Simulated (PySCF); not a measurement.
# BHO2 (oxoborinic acid): levels of theory compared

Aim: a comparison of 6 runs (B3LYP/6-31G*, SVWN5/def2-TZVPP, TPSS/def2-TZVPP, r2SCAN/def2-TZVPP, wB97M-V/def2-TZVPP, SCS-MP2/def2-TZVPP) of BHO2 (oxoborinic acid). The job is set up through a Python script.

The calculation is run with PySCF 2.14.0.

3 further runs of the same task are left out: 3 set aside as unsound or not needed.

### 1 The structure to begin with

The species is BHO2 (4 atoms), meant as a singlet with charge 0. As SMILES, `O=BO`. The shape is that of a PBE0-D4/def2-TZVP optimisation.

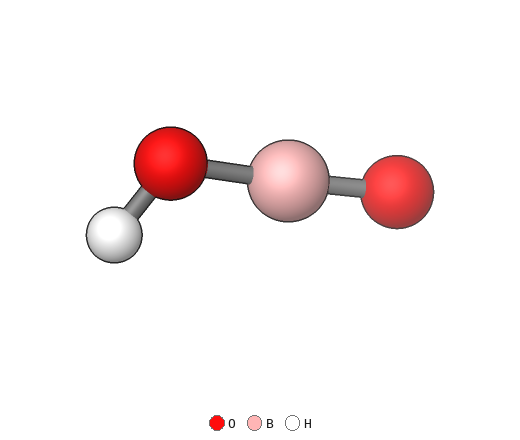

Viewed from a chosen angle; oxygen red, boron pink, hydrogen white.

### 2 The energy at B3LYP/6-31G(d) (spherical functions) (run 1)

The input, job.py:

```python
from pyscf import gto, dft

mol = gto.Mole()
mol.atom = '''
O     -2.938713     0.989272     0.809748
B     -0.801055     0.249444     0.469786
O      1.543339    -0.570697     0.205224
H      2.196429    -0.668018    -1.484758
'''
mol.basis = '6-31g*'
mol.charge = 0
mol.max_memory = 1860
mol.verbose = 3
mol.unit = 'bohr'
mol.build()

calc0 = dft.RKS(mol)
calc0.xc = 'b3lyp'
calc0.conv_tol = 1e-10
calc0.grids.level = 5
calc0.kernel()
if not calc0.converged:
    calc0 = calc0.newton().run(calc0.mo_coeff, calc0.mo_occ)

e_tot = calc0.e_tot
print('Final energy', e_tot)
```

The run is started by

```sh
OMP_NUM_THREADS=1 python job.py
```

Output:

```text
converged SCF energy = -175.974727448506
Final energy -175.9747274485063
```

It took 7.2 s on 1 thread of Intel Xeon at 2.70GHz, shared host; peak memory 0.26 GiB.

### 3 A single-point energy at SVWN5/def2-TZVPP (run 2)

The input, job.py:

```python
from pyscf import gto, dft

mol = gto.Mole()
mol.atom = 'O -1.555100 0.523500 0.428500; B -0.423900 0.132000 0.248600; O 0.816700 -0.302000 0.108600; H 1.162300 -0.353500 -0.785700'
mol.verbose = 3
mol.max_memory = 1860
mol.basis = 'def2-tzvpp'
mol.charge = 0
mol.spin = 0
mol.build()

calc0 = dft.RKS(mol, xc='svwn')
calc0.grids.level = 5
calc0.conv_tol = 1e-10
calc0.kernel()
if not calc0.converged:
    calc0 = calc0.newton().run(calc0.mo_coeff, calc0.mo_occ)

energy = calc0.e_tot
print('E(%s) = %.9f' % ('SVWN5', energy))
```

The run is started by

```sh
OMP_NUM_THREADS=1 python job.py
```

Output:

```text
converged SCF energy = -174.720712311748
E(SVWN5) = -174.720712312
```

It took 13 s on 1 thread of Intel Xeon at 2.70GHz, shared host; peak memory 0.37 GiB.

Runs 3 to 5 aren't shown in full; the table further down has their settings and results.

### 4 A single-point energy at SCS-MP2/def2-TZVPP (run 6)

The input, job.py:

```python
from pyscf import gto, scf, mp

mol = gto.Mole()
mol.atom = '''
O     -2.938713     0.989272     0.809748
B     -0.801055     0.249444     0.469786
O      1.543339    -0.570697     0.205224
H      2.196429    -0.668018    -1.484758
'''
mol.basis = 'def2-tzvpp'
mol.max_memory = 1860
mol.verbose = 3
mol.charge = 0
mol.unit = 'bohr'
mol.build()

calc0 = scf.RHF(mol)
calc0.conv_tol = 1e-10
calc0.kernel()
if not calc0.converged:
    calc0 = calc0.newton().run(calc0.mo_coeff, calc0.mo_occ)

pt = mp.MP2(calc0, frozen=3).run()
e_final = calc0.e_tot + 1.2 * pt.e_corr_os + pt.e_corr_ss / 3
print('Final energy', e_final)
```

The run is started by

```sh
OMP_NUM_THREADS=1 python job.py
```

Output:

```text
converged SCF energy = -175.160929334978
E(RMP2) = -175.718685440779  E_corr = -0.557756105801495
E(SCS-RMP2) = -175.704680228499  E_corr = -0.543750893521469
Final energy -175.70468022849937
```

Wall time 3 s (1 thread of Intel Xeon at 2.70GHz, shared host); peak memory 0.28 GiB.

### 5 All runs side by side

| run | level | nlc grid | integration grid | energy (Eh) | dipole moment (D) of the reference | HOMO energy (eV) | LUMO energy (eV) | wall time |
| --- | --- | --- | --- | --- | --- | --- | --- | --- |
| 1 | B3LYP/6-31G* (spherical functions) | – | 5 | -175.974727 | 3.72 | -8.66 | 0.37 | 7.2 s |
| 2 | SVWN5/def2-TZVPP | – | 5 | -174.720712 | 3.78 | -8.01 | -1.43 | 13 s |
| 3 | TPSS/def2-TZVPP | – | 5 | -176.079477 | 3.75 | -7.83 | -1.10 | 33 s |
| 4 | r2SCAN/def2-TZVPP | – | 5 | -175.972165 | 3.84 | -8.10 | -0.65 | 32 s |
| 5 | wB97M-V/def2-TZVPP | 1 | 5 | -176.014851 | 3.88 | -11.81 | 0.94 | 56 s |
| 6 | SCS-MP2/def2-TZVPP | – | – | -175.704680 | 4.22 | -13.38 | 2.02 | 3 s |

### 6 Results

| quantity | value |
| --- | --- |
| run 6: total energy | -175.70468 Eh |
| run 6: dipole moment (Hartree–Fock density) | 4.22 D |
| run 6: HOMO energy (Hartree–Fock orbitals) | -13.38 eV |
| run 6: LUMO energy (Hartree–Fock orbitals) | 2.02 eV |
| run 6: HOMO–LUMO gap (Hartree–Fock orbitals) | 15.40 eV |
| run 6: correlation energy (3 core orbitals frozen) | -543.8 mEh |

Over runs 1, 2, 3, 4, 5 the dipole moment (its size) runs from 3.72 D (B3LYP/6-31G*) to 3.88 D (wB97M-V/def2-TZVPP). The two ends differ in method and basis. Over runs 1, 2, 3, 4, 5 the HOMO–LUMO gap runs from 6.58 eV (SVWN5/def2-TZVPP) to 12.74 eV (wB97M-V/def2-TZVPP). Totals of different functionals can't be ranked against each other. All runs together took 2.4 min, the longest 56 s.
